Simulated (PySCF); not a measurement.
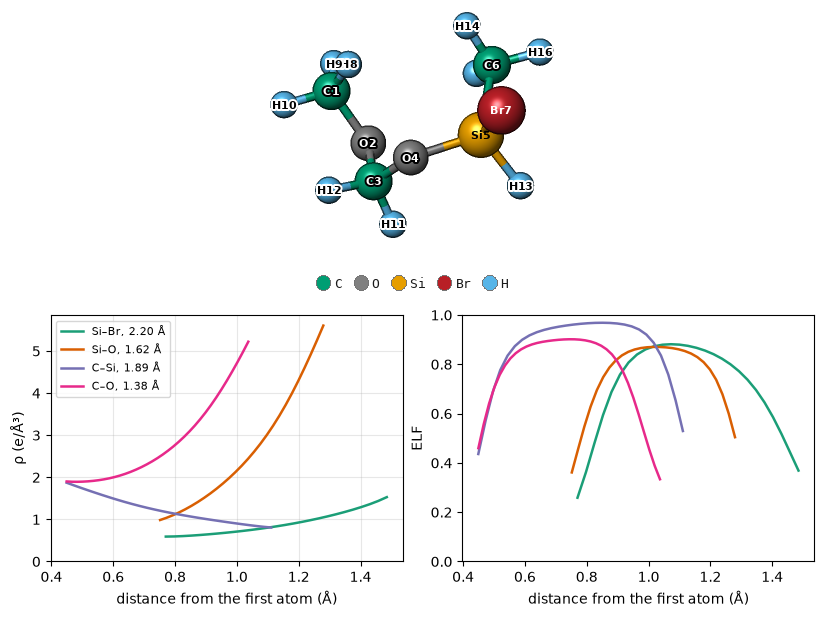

C3H9BrO2Si. Electron density and ELF along straight lines between neighbouring atoms. The curves leave out the atomic cores. The structure is drawn too.

Geometry: GFN2-xTB.

The calculation used B3LYP/def2-SVPD, SCF density, gas phase (PySCF).

```yaml
atoms:
  - { symbol: C, position_ang: [1.9432, -0.6532, 0.5557] }
  - { symbol: O, position_ang: [1.2424, -0.4250, -0.6535] }
  - { symbol: C, position_ang: [0.9329, 0.9045, -0.8721] }
  - { symbol: O, position_ang: [-0.0853, 1.3643, -0.0565] }
  - { symbol: Si, position_ang: [-1.5604, 0.6964, 0.0803] }
  - { symbol: C, position_ang: [-1.6244, -1.0247, 0.8611] }
  - { symbol: Br, position_ang: [-2.4461, 2.1487, 1.4754] }
  - { symbol: H, position_ang: [1.3880, -0.2706, 1.4165] }
  - { symbol: H, position_ang: [2.0606, -1.7307, 0.6426] }
  - { symbol: H, position_ang: [2.9273, -0.1741, 0.5239] }
  - { symbol: H, position_ang: [0.6278, 0.9762, -1.9231] }
  - { symbol: H, position_ang: [1.7993, 1.5592, -0.6933] }
  - { symbol: H, position_ang: [-2.2915, 0.7838, -1.1777] }
  - { symbol: H, position_ang: [-1.1958, -1.0250, 1.8625] }
  - { symbol: H, position_ang: [-1.0757, -1.7487, 0.2645] }
  - { symbol: H, position_ang: [-2.6501, -1.3721, 0.9498] }
```

Q: What can be read from the curves?

A: Si–Br (2.20 Å): ρ is about 0.8 e/Å³ halfway; the ELF peaks at about 0.90 between the atoms, as expected for a shared but strongly polarised pair.
Si–O (1.62 Å): ρ is about 1.2 e/Å³ halfway; the ELF peaks at about 0.85 between the atoms, as expected for a short, strongly polar bond.
C–Si (1.89 Å): the density is about 0.96 e/Å³ at the midpoint; the ELF peaks at about 0.95 between the atoms; a shared electron pair.
C–O (1.38 Å): ρ at the midpoint is about 2.2 e/Å³, with its minimum of 1.9 e/Å³ about 0.5 Å from C; the ELF peaks at about 0.90 between the atoms: a polar covalent bond.
